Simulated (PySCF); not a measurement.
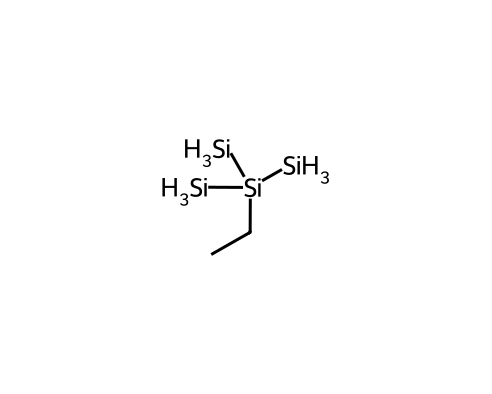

Figure made from data computed with PySCF.

2D structure.

Write the SMILES.

CC[Si]([SiH3])([SiH3])[SiH3]

What is the molecular formula?

C2H14Si4.
